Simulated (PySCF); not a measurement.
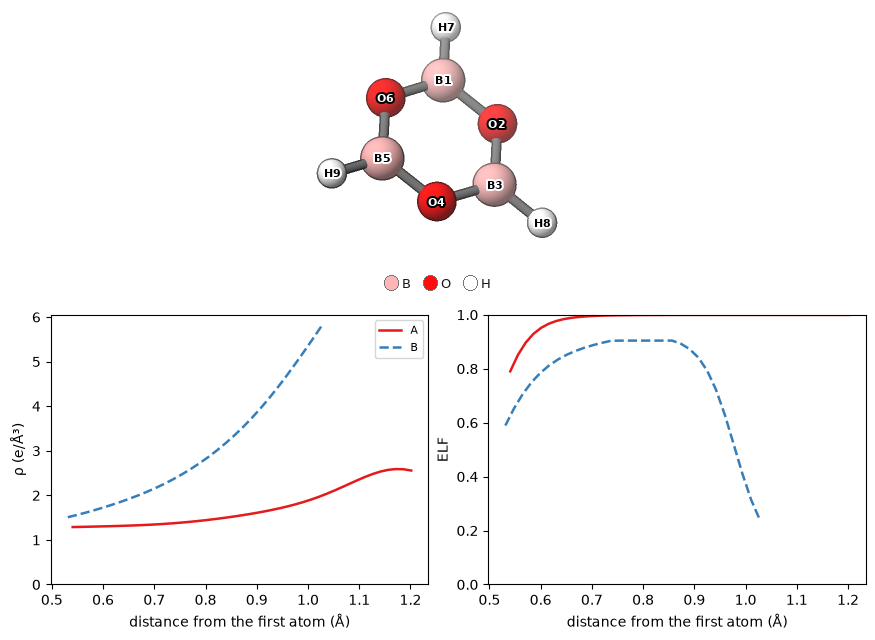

*B3H3O3 (SMILES B1OBOBO1). Total electron density and electron localisation function along straight lines between neighbouring atoms. The curves leave out the atomic cores. The structure is drawn too.*

Geometry: PBE0-D3(BJ)/def2-SVP.

Level of theory: PBE0/pcSseg-1, SCF density, gas phase, non-relativistic in PySCF 2.14.0.

```xyz
9

B    -0.6400    1.1764    0.2342
O    -1.3372   -0.0027    0.1730
B    -0.6865   -1.1860   -0.0629
O     0.6712   -1.1823   -0.2509
B     1.3796   -0.0098   -0.1981
O     0.7176    1.1652    0.0465
H    -1.2128    2.2100    0.4520
H    -1.3019   -2.2170   -0.1038
H     2.5698   -0.0113   -0.3660
```

**Which curve belongs to which contact (B–H and B–O)? The first atom named is at distance zero.**

Curve A: B–H (1.20 Å): ρ at the midpoint is about 1.3 e/Å³; the ELF climbs to about 1 towards the hydrogen, as it does in any bond to H: a covalent bond by its length. Curve B: B–O (1.37 Å): ρ at the midpoint is about 2.1 e/Å³; the ELF peaks at about 0.90 between the atoms, as expected for a polar covalent bond.
